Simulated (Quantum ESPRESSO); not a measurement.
# Gap and tunnelling decay at a withheld lattice constant: Si, zinc blende or diamond type

**Set-up.** Quantum ESPRESSO 7.5 (pw.x, pwcond.x with ikind = 0), PBE, GBRV ultrasoft, cubic crystals. κ is the slowest decay along [001] at mid-gap among three points across the current.

```
a (Å)  gap on the mesh (eV)  κ (1/Å)
5.306                 0.444    0.104
5.388                 0.534    0.107
5.470                 0.615    0.107
5.552                 0.689    0.104
```

One more run was made and is withheld. What are gap and κ at a = 5.634 Å?

By hand: A line through the rows at 5.470 and 5.552 Å gives a gap of 0.615 + 2.000 × (0.689 − 0.615) = 0.76 eV and κ = 0.101 1/Å. The two-band model κ = 0.5123 √(m* E_g/4) needs m* = 0.284 at 5.470 Å; with that mass and the new gap, κ = 0.119 1/Å.

What the calculation gave: The gap is 0.755 eV and κ = 0.099 1/Å. The line misses the gap by +0.008 eV and κ by +2.0 %; the two-band estimate misses κ by +20.4 %.

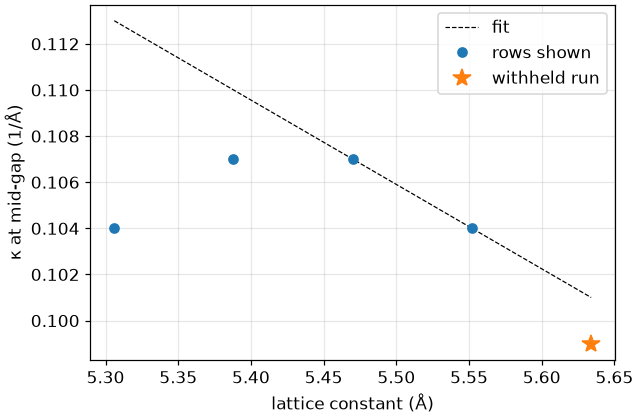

The rows shown, the fit and the withheld run.

**Limits.** The structure type is imposed. Local and semilocal gaps and decay constants are too small; no spin-orbit coupling. For an indirect gap m* is a fitting number alone.

[Logs are printed without paths, hosts, clocks, repeated set-up lines and the standing remarks that a program may print on its own settings, such as how far it seeks lower states.]
